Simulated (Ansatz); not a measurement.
```xyz
10

Al    1.3590   -0.5883   -0.9828
F     0.0709   -1.5344   -0.4220
Ge    1.3401    1.9969   -0.1020
N     1.9977    0.3577    0.7547
O     0.8907    1.0697   -1.5310
H     2.5447   -1.3406   -1.7328
H     1.4869    0.0624    1.5995
H     3.0027    0.3415    0.9783
H     0.1710    2.5710    0.7375
H     2.5362    2.9669   -0.2781
```

Geometry: PBE-D3(BJ)/def2-SVP.

These are results of isolated molecule in a Gaussian basis; Kohn-Sham density functional theory, functional PBE0 in Ansatz 0.2.0, not measurements.

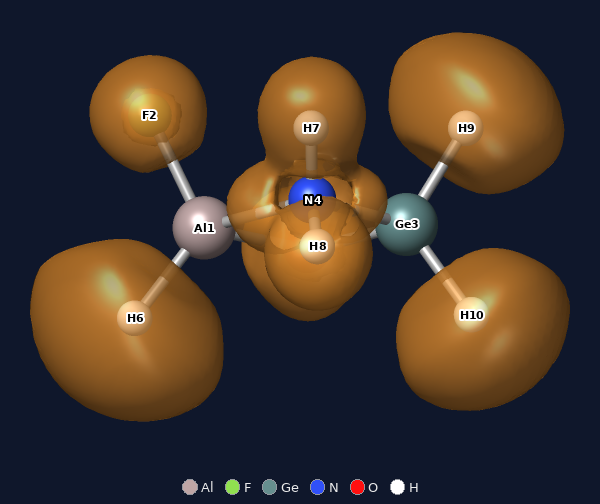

AlFGeH$_{5}$NO. Isosurface of the ELF at 0.75 (orange), seen from one side. Core shells and regions of very low density are left out.

**Where are the electrons localised?**

The ELF exceeds this value in three regions around hydrogen nuclei, one region wrapped around F (its valence shell), one region wrapped around O (its valence shell) and one joined region spread over several atoms (H, N), in which their bonds and any lone pairs are merged. Along the contacts the grid gives the following. Al–F (1.69 Å): the ELF peaks at about 0.85 in the valence shell of F, 0.6 Å from its nucleus, and is about 0.40 at the midpoint. Ge–O (1.76 Å): the ELF peaks at about 0.80 in the valence shell of O, 0.6 Å from its nucleus, and is about 0.35 at the midpoint.
